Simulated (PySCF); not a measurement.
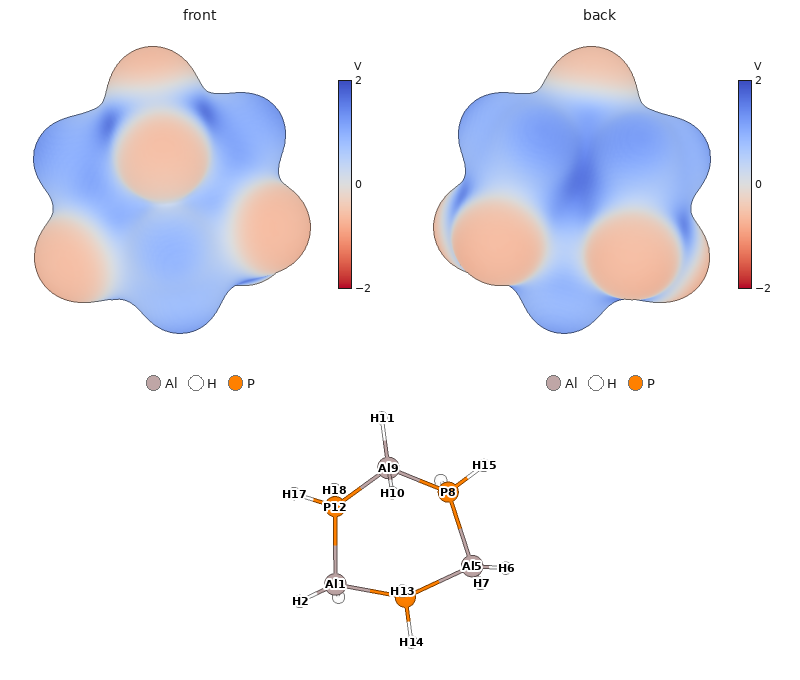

Figure. Al₃H₁₂P₃ ((H2Al-mu-PH2)3). The electrostatic potential painted on the density surface at 0.002 e/bohr³, seen from the front and from behind; the colour scale runs from red (negative) to blue (positive). The bare structure is drawn below in the same view.

Geometry: PBE0-D3(BJ)/def2-SVP.

Computed with PBE0/pcSseg-1 Al:pcSseg-2, SCF density, gas phase, non-relativistic (PySCF).

```yaml
atoms:
  - { symbol: Al, position_ang: [2.2187, -0.1656, -1.1686] }
  - { symbol: H, position_ang: [3.5319, 0.7064, -0.9470] }
  - { symbol: H, position_ang: [2.0761, -1.3238, -2.2517] }
  - { symbol: P, position_ang: [0.3224, 1.3279, -1.4834] }
  - { symbol: Al, position_ang: [-2.0227, 0.6839, -1.3979] }
  - { symbol: H, position_ang: [-2.8998, 1.9798, -1.1041] }
  - { symbol: H, position_ang: [-2.2777, -0.3231, -2.6038] }
  - { symbol: P, position_ang: [-1.9385, -0.5735, 0.6924] }
  - { symbol: Al, position_ang: [-0.2068, -0.1116, 2.3349] }
  - { symbol: H, position_ang: [0.0264, 1.4658, 2.2884] }
  - { symbol: H, position_ang: [-0.4402, -0.9451, 3.6692] }
  - { symbol: P, position_ang: [1.5880, -1.0767, 1.0094] }
  - { symbol: H, position_ang: [0.5028, 2.4563, -0.6429] }
  - { symbol: H, position_ang: [0.5170, 1.9600, -2.7396] }
  - { symbol: H, position_ang: [-3.2039, -0.4652, 1.3242] }
  - { symbol: H, position_ang: [-1.9482, -1.9660, 0.4205] }
  - { symbol: H, position_ang: [2.7564, -1.1456, 1.8106] }
  - { symbol: H, position_ang: [1.3418, -2.4669, 0.8669] }
```

### Where is the surface potential most negative and most positive?

The most negative region (about −0.6 V) lies over H2, H3, H6 and H7, the most positive (about +1.5 V) over Al1, P8, Al9 and P12.
